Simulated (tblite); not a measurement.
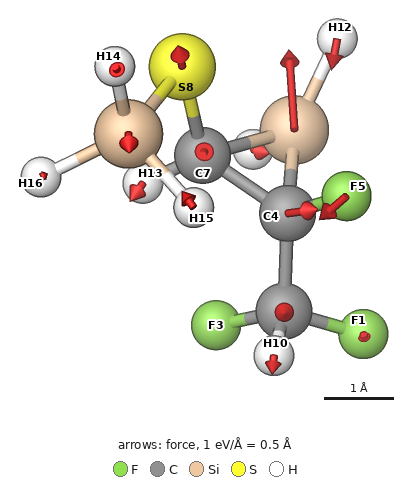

Starting geometry of C3H7F3SSi2 with the computed forces as red arrows. A ball-and-stick model, seen from a free direction.

Method: GFN2-xTB geometry optimisation, gas phase in tblite. 

**What follows when this structure is relaxed?**

It isn't relaxed: the largest force vector, on a Si atom, is 2.93 eV/Å. The final displacements have little in common with the starting forces (cosine between the two patterns 0.23). Over 76 geometry steps the energy falls by 0.607 eV. An H atom moves most after the best rigid fit: 0.50 Å. By element the largest moves are H 0.50 Å, F 0.40 Å, Si 0.29 Å, C 0.28 Å, S 0.13 Å. Among the contacts that change: C–Si 1.839 → 1.909 Å, C–S 1.751 → 1.807 Å, H–Si 1.493 → 1.444 Å, C–F 1.410 → 1.378 Å. Among the angles between lasting bonds that change: Si–C–H 110.1° → 120.6°, C–Si–H 107.2° → 116.3°, C–C–Si 115.1° → 124.0°.
